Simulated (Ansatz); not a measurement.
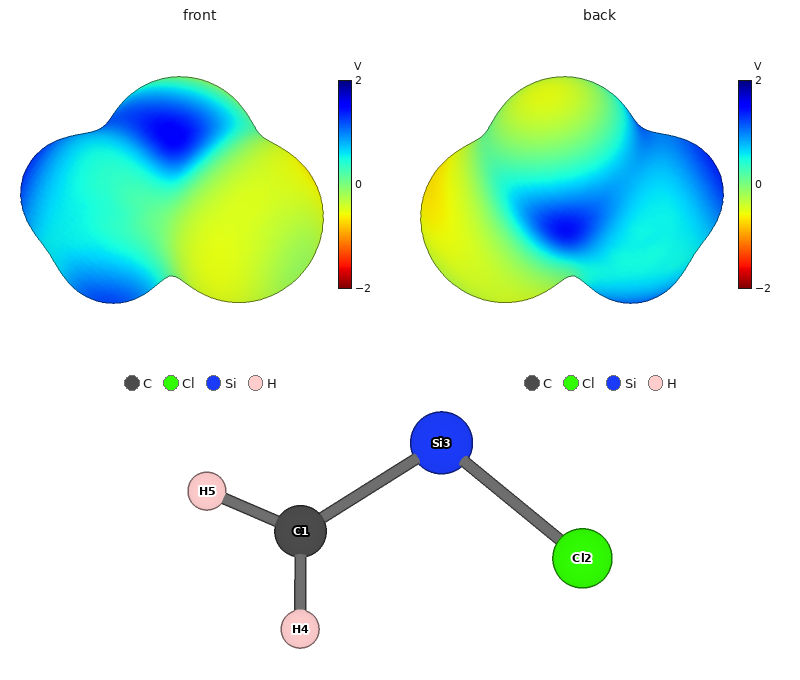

*CH$_{2}$ClSi (doublet). The molecular electrostatic potential painted on the density surface at 0.002 e/bohr³, seen from the front and from behind; red is negative and blue positive. The bare structure is drawn below in the same view.*

Geometry: B3LYP/6-31G*.

These are results of isolated molecule in a Gaussian basis; Kohn-Sham density functional theory, functional PBE0 in Ansatz 0.2.0, not measurements.

```csv
atom,x (Å),y (Å),z (Å)
C,0.1842,0.3655,0.7693
Cl,0.8238,-2.1665,-0.7799
Si,0.0263,-0.2014,-1.0004
H,0.2810,-0.2925,1.6348
H,0.0319,1.4153,1.0309
```

Where is the surface potential most negative and most positive?

Answer. The most negative region (about −0.7 V) lies over Cl2, the most positive (about +1.5 V) over Si3.
